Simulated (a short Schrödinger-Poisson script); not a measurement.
Structure: symmetric double-gate stack, Si3N4 on p-type Si(100), at 77 K.

```csv
layer,material,thickness (nm),Na (cm⁻³)
1,Si3N4,1.6,-
2,Si,20,7e16
3,Si3N4,1.6,-
```

The device is made up for the run: typed textbook-type constants, with dimensions and the other settings drawn at random. Si3N4: permittivity 7.5, conduction-band edge (eV) 1.95, gap (eV) 5.1, electron mass (mₑ) 0.5. Si: permittivity 11.7, conduction-band edge (eV) 0, gap (eV) 1.124, Nv at 300 K (cm⁻³) 3.1e19.

Channel valleys (confinement mass, in-plane density-of-states mass, number): Δ2 0.916, 0.19, 2; Δ4 0.19, 0.417, 4. At the gates, both at one voltage, the conduction-band edge of layer 1 lies 2.05 eV − eVg above the Fermi level of the channel. Gaps are held at their typed values at every temperature. Mesh 0.03 nm at interfaces.

From a short Schrödinger-Poisson script (our own, NumPy): 1D Poisson equation in equilibrium, electrons quantum, Hartree (BenDaniel-Duke, 12 states a valley, the channel's in-plane mass for all, wave functions ending at the dielectric), parabolic valleys, classical holes, full ionisation, no traps, pinning or gate leakage.

Only gate voltages with over 1e8 electrons/cm² are shown.

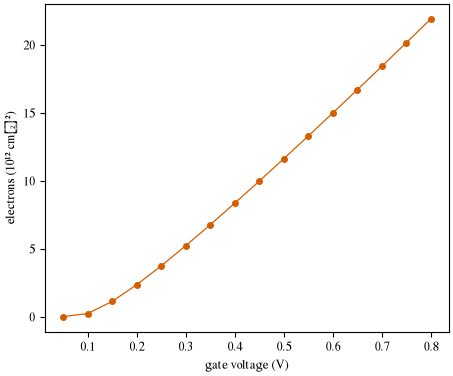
*Sheet density against gate voltage*

```csv
Vg (V),electrons (cm⁻²),C (μF/cm²),Δ2 E0 (meV),Δ2 E1 (meV),Δ4 E0 (meV),Δ4 E1 (meV)
0.05,7.77e8,0.0201,58.4,60.6,62.4,76.4
0.1,2.27e11,2.01,20.6,21.6,25.4,37.8
0.15,1.12e12,3.53,7.2,7.2,17.4,26.8
0.2,2.34e12,4.25,-0.8,-0.8,15.1,22.8
0.25,3.73e12,4.63,-6.8,-6.8,13.9,20.6
0.3,5.21e12,4.87,-12.0,-12.0,13.0,19.0
0.35,6.76e12,5.03,-16.8,-16.8,12.2,17.6
0.4,8.35e12,5.15,-21.5,-21.5,11.4,16.4
0.45,9.97e12,5.25,-26.2,-26.2,10.7,15.2
0.5,1.16e13,5.33,-30.8,-30.8,9.9,14.0
0.55,1.33e13,5.40,-35.3,-35.3,9.2,12.9
0.6,1.50e13,5.45,-39.9,-39.9,8.5,11.8
0.65,1.67e13,5.51,-44.4,-44.4,7.8,10.8
0.7,1.84e13,5.56,-48.9,-48.9,7.0,9.8
0.75,2.02e13,5.60,-53.4,-53.4,6.4,8.8
0.8,2.19e13,5.64,-57.9,-57.9,5.7,7.9
```

Subbands count from the Fermi level. The capacitance is that of both gates.
